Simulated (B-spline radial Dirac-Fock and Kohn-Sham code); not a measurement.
# Internal conversion in Au

The question: how often a nuclear transition in Au ejects an electron in place of a γ ray, by multipolarity.

The numbers are computed with B-spline radial Dirac-Fock and Kohn-Sham code (version 5): internal conversion coefficients: Dirac-Hartree-Slater potential of the neutral atom with a Latter tail, no hole, finite nucleus with surface currents.

**1. The atom as given**

Neutral gold, [Xe] 4f14 5d10 6s1.

```yaml
nuclear_charge: 79
electrons: 79
mass_number: 197
nuclear_rms_radius: 5.4371 fm
```

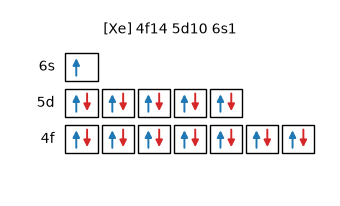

The shells outside the core; arrows follow Hund's rule for the drawing alone (heavy ions are jj-coupled), while the calculation averages over the configuration.

**2. 16.80 keV**

Input, one item of task.json (shells as n, l, occupation):

```json
{
  "Z": 79,
  "q": 0,
  "cfg": [[1, 0, 2], [2, 0, 2], [2, 1, 6], [3, 0, 2], [3, 1, 6], [3, 2, 10], [4, 0, 2], [4, 1, 6], [4, 2, 10], [4, 3, 14], [5, 0, 2], [5, 1, 6], [5, 2, 10], [6, 0, 1]],
  "A": 197,
  "rrms": 5.4371,
  "tag": "ground",
  "do": "conversion",
  "edges": {"K": 80725.0, "L1": 14353.0, "L2": 13734.0, "L3": 11919.0, "M1": 3425.0, "M2": 3148.0, "M3": 2743.0, "M4": 2291.0, "M5": 2206.0, "N1": 762.1, "N2": 642.7, "N3": 546.3, "N4": 353.2, "N5": 335.1, "N6": 87.6, "N7": 83.9, "O1": 107.2, "O2": 74.2, "O3": 57.2, "O4": 5.0, "O5": 5.0},
  "gamma": [16.8, 25.3, 41.9, 50, 90.9, 157.0, 294.0, 478.0, 1330.0, 1500.0]
}
```

Command:

```sh
> python xray2_run.py task.json out
```

This run: transition_energy = 16.8.

Results of the run (chosen fields of its result record, rounded):

```text
status: converged
shells: ["L1", "L2", "L3", "M1", "M2", "M3", "M4", "M5", "N1", "N2", "N3", "N4", "N5", "N6", "N7", "O1", "O2", "O3", "O4", "O5", "P1"]
binding [eV]: [14353.0, 13734.0, 11919.0, 3425.0, 3148.0, 2743.0, 2291.0, 2206.0, 762.1, 642.7, 546.3, 353.2, 335.1, 87.6, 83.9, 107.2, 74.2, 60.667, 11.528, 9.81642, 8.03543]
E1: [1.417, 2.591, 3.894, 0.3758, 0.4363, 0.683, 0.2191, 0.283, 0.09917, 0.1029, 0.1583, 0.04904, 0.06292, 0.002652, 0.003256, 0.02035, 0.01822, 0.02671, 0.00466, 0.005674, 0.0008315]
E2: [237.2, 9547.0, 11620.0, 46.3, 2349.0, 2959.0, 44.14, 40.0, 11.87, 587.2, 731.2, 10.85, 9.455, 0.2055, 0.2414, 2.42, 105.2, 125.0, 1.048, 0.862, 0.09887]
E3: [8078.0, 1303000.0, 1681000.0, 4430.0, 488700.0, 568600.0, 84330.0, 135300.0, 1366.0, 132200.0, 148700.0, 22370.0, 35920.0, 45.7, 37.51, 290.8, 24110.0, 25740.0, 2187.0, 3335.0, 11.95]
E4: [59760.0, 31510000.0, 53980000.0, 167600.0, 35500000.0, 38560000.0, 70370000.0, 88630000.0, 67430.0, 11170000.0, 11350000.0, 19660000.0, 24540000.0, 68820.0, 136000.0, 15210.0, 2102000.0, 2012000.0, 1938000.0, 2295000.0, 630.3]
M1: [175.3, 18.47, 2.004, 40.41, 4.552, 0.4887, 0.06725, 0.03755, 10.34, 1.137, 0.1196, 0.01677, 0.009181, 0.0003207, 0.0002554, 2.103, 0.2037, 0.0204, 0.001623, 0.000841, 0.08589]
M2: [31390.0, 1203.0, 20060.0, 8520.0, 446.7, 5489.0, 92.31, 6.387, 2261.0, 120.5, 1376.0, 24.63, 1.662, 0.03624, 0.01445, 463.9, 21.97, 236.0, 2.41, 0.1538, 18.97]
M3: [1168000.0, 20670.0, 14780000.0, 595800.0, 23110.0, 4617000.0, 47880.0, 116400.0, 176500.0, 7251.0, 1192000.0, 13400.0, 31420.0, 68.55, 3.443, 37160.0, 1363.0, 205700.0, 1322.0, 2925.0, 1525.0]
M4: [13060000.0, 165700.0, 1471000000.0, 26520000.0, 937900.0, 745200000.0, 7443000.0, 217800000.0, 9356000.0, 355300.0, 210400000.0, 2294000.0, 60290000.0, 85750.0, 81580.0, 2048000.0, 69440.0, 37000000.0, 229900.0, 5637000.0, 84540.0]
```

**3. 41.90 keV**

This run: transition_energy = 41.9.

Results of the run (chosen fields of its result record, rounded):

```text
status: converged
shells: ["L1", "L2", "L3", "M1", "M2", "M3", "M4", "M5", "N1", "N2", "N3", "N4", "N5", "N6", "N7", "O1", "O2", "O3", "O4", "O5", "P1"]
binding [eV]: [14353.0, 13734.0, 11919.0, 3425.0, 3148.0, 2743.0, 2291.0, 2206.0, 762.1, 642.7, 546.3, 353.2, 335.1, 87.6, 83.9, 107.2, 74.2, 60.667, 11.528, 9.81642, 8.03543]
E1: [0.256, 0.1924, 0.2377, 0.0586, 0.03941, 0.05083, 0.006398, 0.007832, 0.01497, 0.009484, 0.0121, 0.001579, 0.001917, 3.058e-05, 3.727e-05, 0.003047, 0.001686, 0.002052, 0.0001525, 0.0001756, 0.0001244]
E2: [1.972, 110.7, 116.6, 0.5531, 27.73, 30.29, 0.4231, 0.3589, 0.1494, 6.951, 7.514, 0.108, 0.08906, 0.001004, 0.001149, 0.03079, 1.246, 1.285, 0.01049, 0.008178, 0.001261]
E3: [153.0, 7064.0, 7034.0, 46.19, 2081.0, 2033.0, 140.0, 211.7, 12.76, 540.6, 516.6, 37.31, 56.4, 0.06888, 0.05296, 2.645, 97.71, 88.84, 3.65, 5.24, 0.1084]
E4: [3930.0, 200000.0, 198800.0, 1455.0, 74680.0, 67530.0, 35710.0, 40970.0, 424.9, 20410.0, 17780.0, 9807.0, 11170.0, 17.6, 33.78, 89.37, 3731.0, 3082.0, 964.6, 1042.0, 3.668]
M1: [11.65, 1.205, 0.1225, 2.684, 0.3027, 0.03065, 0.002786, 0.001631, 0.6866, 0.07587, 0.007536, 0.0007193, 0.0004136, 6.655e-06, 5.713e-06, 0.1397, 0.0136, 0.001287, 6.999e-05, 3.811e-05, 0.005704]
M2: [481.5, 37.34, 211.9, 125.6, 10.96, 57.96, 0.9252, 0.07044, 33.04, 2.842, 14.53, 0.2478, 0.01835, 0.0002689, 0.0001239, 6.767, 0.5134, 2.491, 0.02427, 0.001699, 0.2767]
M3: [8879.0, 762.5, 35470.0, 3031.0, 283.2, 10740.0, 145.4, 197.8, 844.2, 77.24, 2755.0, 39.98, 53.39, 0.1094, 0.00667, 175.3, 14.11, 474.8, 3.933, 4.971, 7.181]
M4: [129900.0, 13220.0, 1570000.0, 62410.0, 6415.0, 591000.0, 9847.0, 80730.0, 18640.0, 1854.0, 158800.0, 2807.0, 22220.0, 37.35, 22.36, 3933.0, 343.1, 27650.0, 277.8, 2076.0, 161.5]
```

**4. 90.90 keV**

This run: transition_energy = 90.9.

Results of the run (chosen fields of its result record, rounded):

```text
status: converged
shells: ["K", "L1", "L2", "L3", "M1", "M2", "M3", "M4", "M5", "N1", "N2", "N3", "N4", "N5", "N6", "N7", "O1", "O2", "O3", "O4", "O5", "P1"]
binding [eV]: [80725.0, 14353.0, 13734.0, 11919.0, 3425.0, 3148.0, 2743.0, 2291.0, 2206.0, 762.1, 642.7, 546.3, 353.2, 335.1, 87.6, 83.9, 107.2, 74.2, 60.667, 11.528, 9.81642, 8.03543]
E1: [0.4202, 0.04554, 0.01827, 0.01931, 0.01014, 0.004158, 0.00457, 0.0002728, 0.0003204, 0.002575, 0.001019, 0.001109, 7.037e-05, 8.192e-05, 5.919e-07, 7.316e-07, 0.000523, 0.0001819, 0.0001888, 6.844e-06, 7.556e-06, 2.135e-05]
E2: [0.6717, 0.1262, 2.865, 2.458, 0.03423, 0.7257, 0.6468, 0.008164, 0.006274, 0.009107, 0.1822, 0.1608, 0.002139, 0.001609, 9.592e-06, 1.08e-05, 0.001871, 0.03268, 0.02752, 0.0002086, 0.0001485, 7.65e-05]
E3: [0.5874, 2.603, 91.38, 69.19, 0.8274, 24.95, 19.07, 0.6729, 0.9077, 0.2279, 6.373, 4.793, 0.18, 0.2425, 0.0002823, 0.000201, 0.04718, 1.148, 0.8222, 0.01762, 0.02254, 0.001932]
E4: [0.4408, 50.25, 1600.0, 1147.0, 16.79, 476.8, 332.8, 69.37, 68.82, 4.695, 124.4, 84.68, 18.91, 18.65, 0.01748, 0.03028, 0.976, 22.5, 14.57, 1.857, 1.737, 0.03999]
M1: [7.927, 1.206, 0.1239, 0.01175, 0.2777, 0.03147, 0.002994, 0.0001699, 0.0001054, 0.07103, 0.007905, 0.0007387, 4.472e-05, 2.733e-05, 2.12e-07, 1.984e-07, 0.01445, 0.001418, 0.0001262, 4.365e-06, 2.527e-06, 0.00059]
M2: [57.68, 17.63, 2.014, 4.575, 4.423, 0.5473, 1.25, 0.01903, 0.001665, 1.154, 0.1396, 0.3133, 0.005113, 0.0004361, 3.847e-06, 2.069e-06, 0.2359, 0.02514, 0.05371, 0.0005009, 4.04e-05, 0.009642]
M3: [121.0, 171.0, 25.83, 265.5, 48.92, 7.646, 77.92, 1.233, 0.9091, 13.15, 1.99, 19.85, 0.3362, 0.2452, 0.0004714, 3.736e-05, 2.708, 0.3599, 3.416, 0.03302, 0.02283, 0.1108]
M4: [144.0, 1557.0, 298.3, 5990.0, 514.9, 96.86, 1959.0, 41.36, 122.7, 143.1, 25.77, 511.5, 11.46, 33.57, 0.06128, 0.02194, 29.69, 4.684, 88.49, 1.129, 3.133, 1.216]
```

**5. 294.0 keV**

This run: transition_energy = 294.0.

Results of the run (chosen fields of its result record, rounded):

```text
status: converged
shells: ["K", "L1", "L2", "L3", "M1", "M2", "M3", "M4", "M5", "N1", "N2", "N3", "N4", "N5", "N6", "N7", "O1", "O2", "O3", "O4", "O5", "P1"]
binding [eV]: [80725.0, 14353.0, 13734.0, 11919.0, 3425.0, 3148.0, 2743.0, 2291.0, 2206.0, 762.1, 642.7, 546.3, 353.2, 335.1, 87.6, 83.9, 107.2, 74.2, 60.667, 11.528, 9.81642, 8.03543]
E1: [0.02335, 0.002903, 0.0005129, 0.0004299, 0.0006498, 0.0001265, 0.0001098, 2.232e-06, 2.651e-06, 0.0001651, 3.156e-05, 2.709e-05, 5.935e-07, 6.989e-07, 1.524e-09, 2.152e-09, 3.353e-05, 5.651e-06, 4.628e-06, 5.804e-08, 6.481e-08, 1.369e-06]
E2: [0.06519, 0.008799, 0.01621, 0.008473, 0.00203, 0.004153, 0.002256, 2.402e-05, 1.562e-05, 0.0005197, 0.001045, 0.0005621, 6.428e-06, 4.116e-06, 8.989e-09, 1.085e-08, 0.0001058, 0.0001875, 9.624e-05, 6.293e-07, 3.817e-07, 4.319e-06]
E3: [0.1785, 0.03555, 0.1882, 0.07507, 0.008945, 0.04952, 0.02032, 0.0003131, 0.000285, 0.00234, 0.01254, 0.005082, 8.424e-05, 7.628e-05, 8.461e-08, 5.917e-08, 0.0004786, 0.002253, 0.000871, 8.254e-06, 7.092e-06, 1.956e-05]
E4: [0.4969, 0.1722, 1.392, 0.4882, 0.04712, 0.3758, 0.1338, 0.008757, 0.005597, 0.01256, 0.09576, 0.03357, 0.002376, 0.00151, 9.142e-07, 9.434e-07, 0.002581, 0.01723, 0.005758, 0.0002332, 0.0001406, 0.0001056]
M1: [0.2904, 0.04359, 0.004297, 0.0003633, 0.01002, 0.001101, 9.455e-05, 2.155e-06, 1.6e-06, 0.002561, 0.000277, 2.343e-05, 5.76e-07, 4.229e-07, 9.732e-10, 1.193e-09, 0.0005209, 4.97e-05, 4.007e-06, 5.638e-08, 3.923e-08, 2.127e-05]
M2: [1.044, 0.203, 0.02873, 0.01515, 0.0485, 0.00752, 0.004126, 5.746e-05, 7.534e-06, 0.01252, 0.001901, 0.001033, 1.549e-05, 1.993e-06, 6.126e-09, 4.729e-09, 0.002551, 0.0003416, 0.0001771, 1.518e-06, 1.849e-07, 0.0001042]
M3: [3.006, 0.7981, 0.1613, 0.26, 0.1996, 0.04324, 0.07335, 0.001184, 0.0002966, 0.05207, 0.011, 0.01852, 0.0003212, 7.989e-05, 1.38e-07, 2.277e-08, 0.01064, 0.001978, 0.003181, 3.152e-05, 7.435e-06, 0.000435]
M4: [8.506, 3.122, 0.8315, 2.359, 0.8184, 0.2285, 0.6914, 0.01485, 0.01057, 0.2159, 0.05846, 0.1762, 0.004051, 0.002871, 4.975e-06, 7.204e-07, 0.04425, 0.01053, 0.03031, 0.0003979, 0.0002676, 0.001809]
```

**6. 1330 keV**

This run: transition_energy = 1330.0.

Results of the run (chosen fields of its result record, rounded):

```text
status: converged
shells: ["K", "L1", "L2", "L3", "M1", "M2", "M3", "M4", "M5", "N1", "N2", "N3", "N4", "N5", "N6", "N7", "O1", "O2", "O3", "O4", "O5", "P1"]
binding [eV]: [80725.0, 14353.0, 13734.0, 11919.0, 3425.0, 3148.0, 2743.0, 2291.0, 2206.0, 762.1, 642.7, 546.3, 353.2, 335.1, 87.6, 83.9, 107.2, 74.2, 60.667, 11.528, 9.81642, 8.03543]
E1: [0.001126, 0.0001496, 8.778e-06, 6.532e-06, 3.373e-05, 2.236e-06, 1.715e-06, 7.357e-09, 1.626e-08, 8.586e-06, 5.619e-07, 4.259e-07, 1.979e-09, 4.331e-09, 1.492e-12, 5.352e-12, 1.744e-06, 1.008e-07, 7.293e-08, 1.943e-10, 4.032e-10, 7.134e-08]
E2: [0.002737, 0.0003834, 6.189e-05, 1.76e-05, 8.724e-05, 1.592e-05, 4.672e-06, 2.827e-08, 2.81e-08, 2.226e-05, 4.01e-06, 1.163e-06, 7.618e-09, 7.485e-09, 3.251e-12, 8.356e-12, 4.524e-06, 7.2e-07, 1.993e-07, 7.483e-10, 6.969e-10, 1.851e-07]
E3: [0.005524, 0.0008354, 0.0002639, 4.294e-05, 0.0001927, 6.846e-05, 1.148e-05, 8.635e-08, 5.691e-08, 4.932e-05, 1.728e-05, 2.865e-06, 2.33e-08, 1.518e-08, 8.236e-12, 1.443e-11, 1.003e-05, 3.103e-06, 4.911e-07, 2.289e-09, 1.414e-09, 4.105e-07]
E4: [0.01009, 0.00166, 0.0008066, 0.000104, 0.0003885, 0.0002108, 2.805e-05, 4.38e-07, 1.475e-07, 9.981e-05, 5.33e-05, 7.012e-06, 1.185e-07, 3.948e-08, 2.37e-11, 2.717e-11, 2.032e-05, 9.577e-06, 1.202e-06, 1.165e-08, 3.679e-09, 8.315e-07]
M1: [0.005731, 0.0008382, 6.377e-05, 6.408e-06, 0.0001918, 1.64e-05, 1.686e-06, 8.009e-09, 1.482e-08, 4.9e-05, 4.131e-06, 4.19e-07, 2.157e-09, 3.946e-09, 1.321e-12, 4.967e-12, 9.963e-06, 7.417e-07, 7.176e-08, 2.118e-10, 3.673e-10, 4.076e-07]
M2: [0.01343, 0.002072, 0.00021, 2.083e-05, 0.0004785, 5.431e-05, 5.573e-06, 4.669e-08, 2.335e-08, 0.0001225, 1.37e-05, 1.391e-06, 1.26e-08, 6.221e-09, 2.85e-12, 7.067e-12, 2.492e-05, 2.46e-06, 2.384e-07, 1.238e-09, 5.791e-10, 1.02e-06]
M3: [0.02377, 0.003912, 0.0005304, 9.865e-05, 0.000913, 0.000138, 2.696e-05, 3.121e-07, 4.857e-08, 0.0002344, 3.487e-05, 6.762e-06, 8.446e-08, 1.297e-08, 9.225e-12, 1.133e-11, 4.771e-05, 6.263e-06, 1.16e-06, 8.302e-09, 1.208e-09, 1.952e-06]
M4: [0.03954, 0.006979, 0.001212, 0.0003937, 0.001648, 0.0003174, 0.000109, 1.535e-06, 2.223e-07, 0.0004242, 8.03e-05, 2.743e-05, 4.163e-07, 5.98e-08, 6.406e-11, 2.071e-11, 8.641e-05, 1.443e-05, 4.711e-06, 4.094e-08, 5.577e-09, 3.536e-06]
```

**7. What follows from the records**

Sums over all open shells:

```csv
energy (keV),E1,M1,E2,M2,E3,M3,deepest shell
16.80,10.5,255,28400,71700,4.67e+06,2.30e+07,L1
41.90,0.897,16.9,306,987,20100,64000,L1
90.90,0.529,9.68,7.96,90.1,224,762,K
294.0,0.0284,0.353,0.110,1.37,0.580,4.64,K
1330,0.00134,0.00691,0.00334,0.0164,0.00702,0.0297,K
```

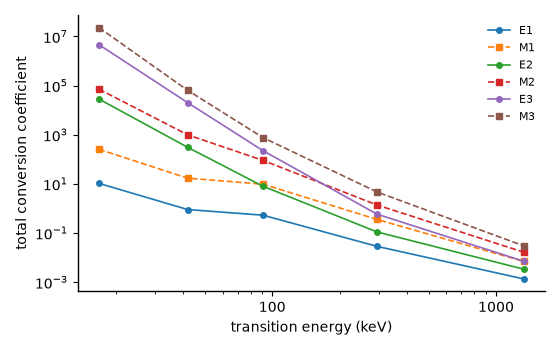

Total conversion coefficients by multipolarity.

Subshell ratios at 90.90 keV, which tell multipoles apart:

```csv
multipole,L1/L2,L1/L3,K/L
E1,2.49,2.36,5.06
M1,9.74,103,5.91
E2,0.0441,0.0514,0.123
M2,8.76,3.85,2.38
E3,0.0285,0.0376,0.00360
M3,6.62,0.644,0.262
```

**8. What came out**

| quantity | value |
| --- | --- |
| E1, M1, E2 at 90.90 keV | 0.529, 9.68, 7.96 |
| share of decays by electrons for M1 there | 90.6 % |

What this shows: At 90.90 keV conversion outweighs γ emission for M1, E2, M2, E3 and M3. The K shell opens within this range. L1/L3 is 103 for M1 and 0.0514 for E2, so the L lines reveal the mixture. Pair formation and nuclear penetration beyond the surface-current model are left out.
